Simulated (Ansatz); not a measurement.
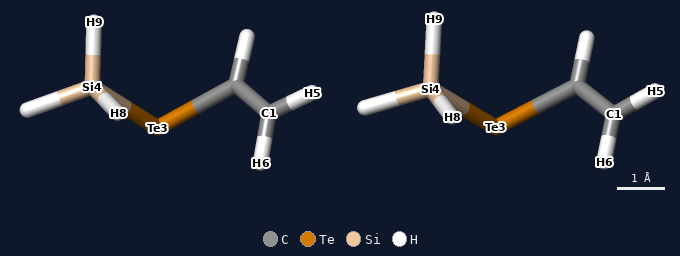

Two geometries of C$_{2}$H$_{6}$SiTe (coarse preliminary run), drawn at one scale. One is the start of a relaxation, the other its converged end. The picture is a stick view, seen from a free direction.

Method: RKS PBE-D4/def2-SVP in Ansatz 0.2.0. Set-up: force threshold 0.03 eV/Å; at most 200 steps.

Which of the two is the end point?

The right one is the relaxed one. The start comes from a force field. The atom that moves furthest after the best rigid fit is an H atom (0.17 Å). By element the largest moves are H 0.17 Å, C 0.10 Å, Si 0.07 Å, Te 0.06 Å. Some distances before and after: H–Si 1.393 → 1.505 Å, C–C 1.274 → 1.341 Å, Si–Te 2.462 → 2.517 Å, C–Te 2.103 → 2.154 Å. Among the angles between lasting bonds that change: Te–Si–H 106.5° → 110.8°, Te–C–H 118.9° → 114.8°, Te–Si–H 110.4° → 107.1°. After 5 geometry steps the energy has fallen by 36.3 kJ/mol. Largest force component: 5.1 eV/Å at the start, 0.01 eV/Å at the end.
